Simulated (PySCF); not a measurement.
```xyz
20

C    -0.6215    0.3512    3.0995
C    -0.2428    0.3785    1.9573
Si    0.3587    0.4260    0.1935
Si    0.2590    2.6376   -0.5233
Si    2.4245   -0.6619    0.1583
C    -0.9140   -0.6605   -0.7221
C    -1.5556   -0.2378   -1.8016
C    -1.1263   -2.0392   -0.1780
H    -0.9566    0.3283    4.0975
H     0.7267    2.7727   -1.9077
H    -1.0708    3.2473   -0.4646
H     1.1449    3.4686    0.2954
H     2.7479   -1.1591   -1.1840
H     3.5046    0.2484    0.5482
H     2.5022   -1.8187    1.0550
H    -1.4102    0.7535   -2.2020
H    -2.2622   -0.8584   -2.3346
H    -0.1960   -2.6063   -0.2193
H    -1.8895   -2.5773   -0.7376
H    -1.4280   -1.9823    0.8670
```

Geometry: GFN2-xTB.

Computed with PBE0/pcSseg-1, SCF density, gas phase, non-relativistic (PySCF 2.14.0).

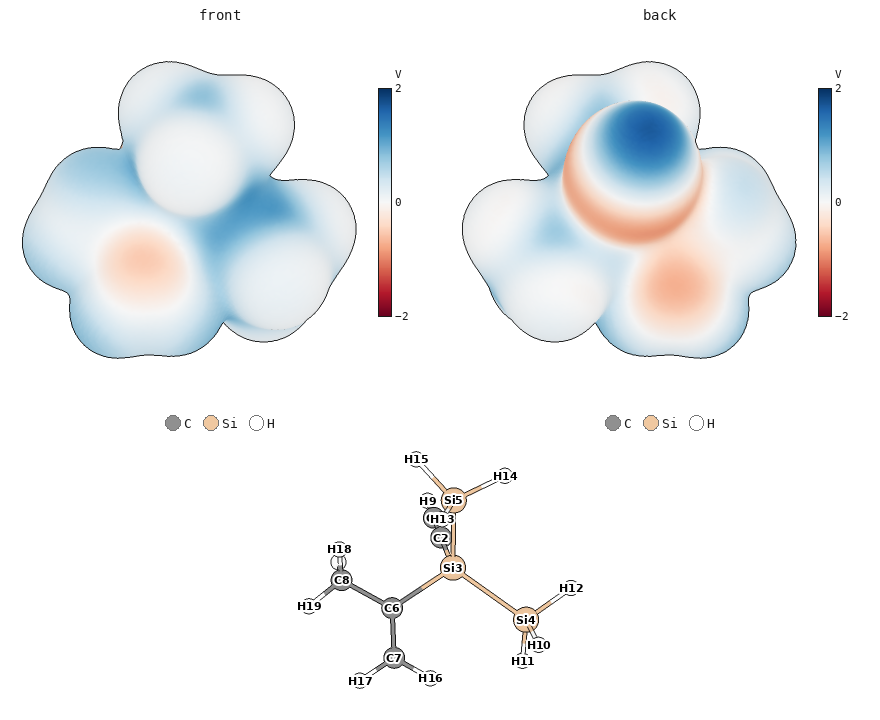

C5H12Si3 (SMILES C#C[Si]([SiH3])([SiH3])C(=C)C). The molecular electrostatic potential painted on the density surface at 0.002 e/bohr³, seen from the front and from behind; the colour scale runs from red (negative) to blue (positive). The bare structure is drawn below in the same view.

> Describe the electrostatic potential map.

The most negative region (about −0.8 V, or −18 kcal/mol for a unit charge) lies over C1 and C2, the most positive (about +1.6 V, or +37 kcal/mol for a unit charge) over H9.

> How polar is the molecule by this calculation?

Its dipole moment is 0.77 D.
